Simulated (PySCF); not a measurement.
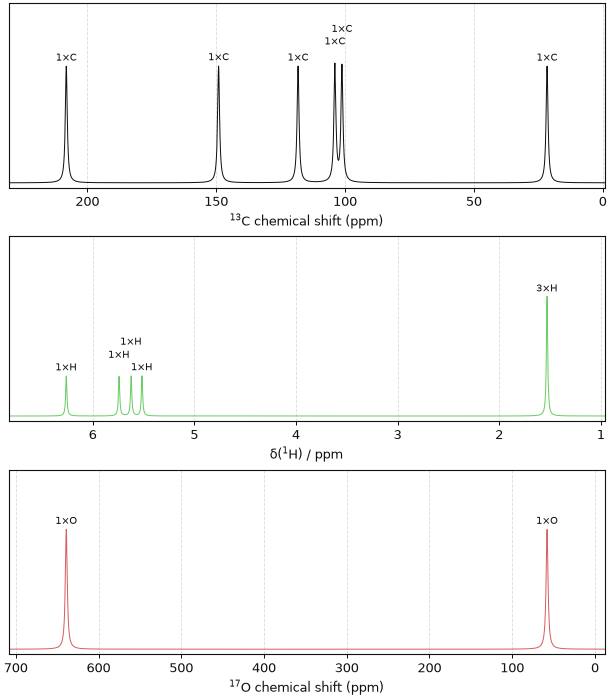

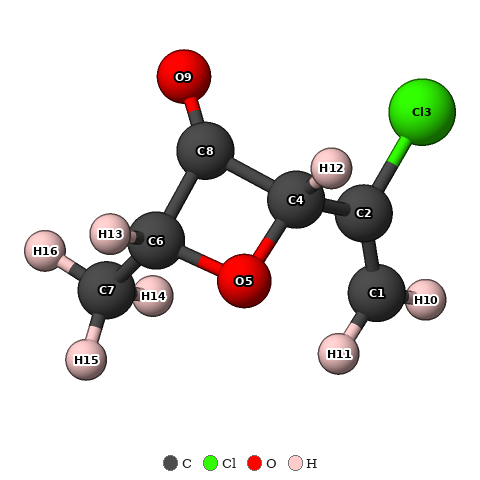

Spectrum and numbered structure of C₆H₇ClO₂, SMILES C=C(Cl)[C@@H]1O[C@H](C)C1=O. GIAO shifts, PBE0/pcSseg-1 in PySCF 2.14.0, at a GFN2-xTB geometry (no frequency check), against TMS for ¹³C, TMS for ¹H and H₂O for ¹⁷O computed at the same level (¹⁷O: a single water molecule, while the usual scale starts at liquid water and gives values some tens of ppm lower). Gas phase, fully decoupled, line heights follow the number of nuclei, widths are arbitrary (no quadrupolar broadening); values of one conformer, averaged over methyl-type rotors and exact or near symmetry; other conformers aren't averaged in.

### Assign the ¹³C signals to the numbered atoms.

| δ (ppm) | nuclei | atoms |
| --- | --- | --- |
| 208.2 | 1 | C8 |
| 149.1 | 1 | C2 |
| 118.2 | 1 | C1 |
| 103.9 | 1 | C4 |
| 101.2 | 1 | C6 |
| 21.6 | 1 | C7 |

### Which atoms give which ¹H line?

```tsv
δ (ppm)	nuclei	atoms
6.26	1	H11
5.74	1	H10
5.62	1	H12
5.51	1	H13
1.53	3	H14, H15, H16
```

### Which atoms give which ¹⁷O line?

| δ (ppm) | nuclei | atoms |
| --- | --- | --- |
| 638.9 | 1 | O9 |
| 57.9 | 1 | O5 |

Known limits of this run: the tight-binding geometry is rougher than a DFT one and adds to the error.
